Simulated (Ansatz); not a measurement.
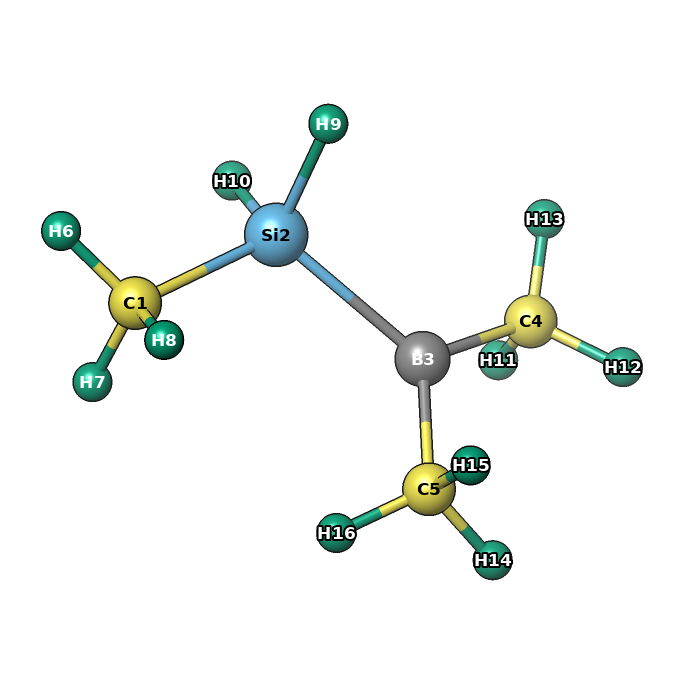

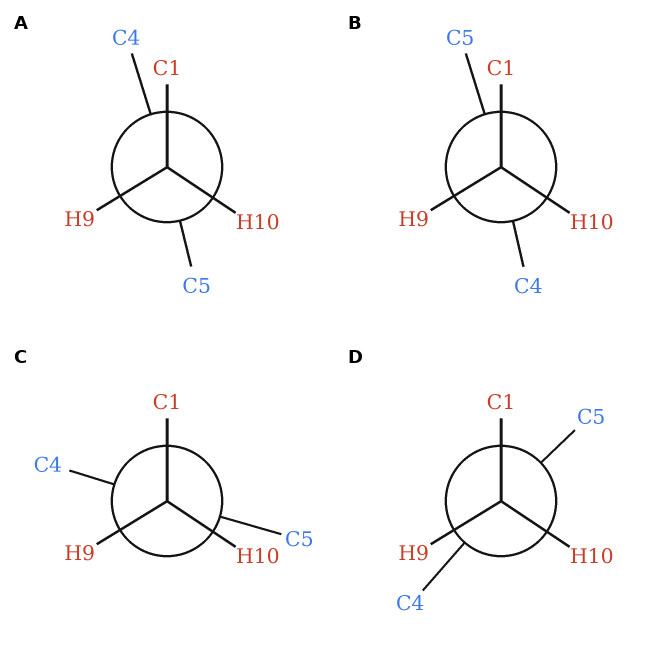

Atoms fade into the background with distance from the viewer. Bonds that would overlap in a projection are set slightly apart. The geometry was computed by an optimisation with PBE0-D4/def2-TZVP. No frequency run is at hand to confirm it as a minimum.

**Which Newman projection shows the view along Si2–B3, with Si2 in front?**

B. The torsion angle C1–Si2–B3–C4 is 167°, antiperiplanar (anti).
